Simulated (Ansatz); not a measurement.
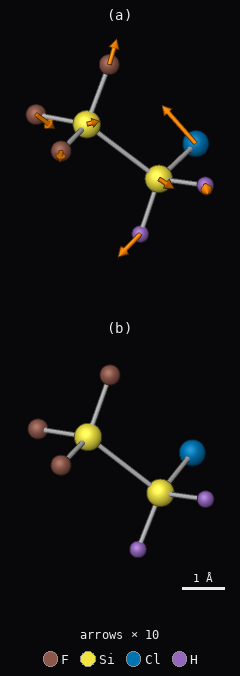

The structure of Si₂H₂ClF₃ (coarse preliminary run) before (top) and after (bottom) a relaxation, at one scale. The orange arrows give the displacements, 10 times their true length.

Style: ball-and-stick. Shown from a free direction.

The start comes from a force field.

The calculation used RKS PBE-D4/def2-SVP in Ansatz 0.2.0. Settings: force threshold 0.03 eV/Å; at most 200 steps.

What changed between the two?

The Cl atom moves most after the best rigid fit: 0.12 Å. Largest moves by element: Cl 0.12 Å, H 0.08 Å, F 0.07 Å, Si 0.05 Å. Some distances before and after: H–Si 1.448 → 1.500 Å, F–Si 1.578 → 1.621 Å, Si–Si 2.313 → 2.339 Å, F–Si 1.609 → 1.624 Å. Among the angles between lasting bonds that change: Si–Si–Cl 112.4° → 107.4°, Cl–Si–H 105.1° → 109.9°, Cl–Si–H 105.5° → 109.9°. Over 4 geometry steps the energy falls by 11.5 kJ/mol. Largest force component: 1.5 eV/Å at the start, 0.02 eV/Å at the end. The run took of the order of 23 core-seconds on a shared host.
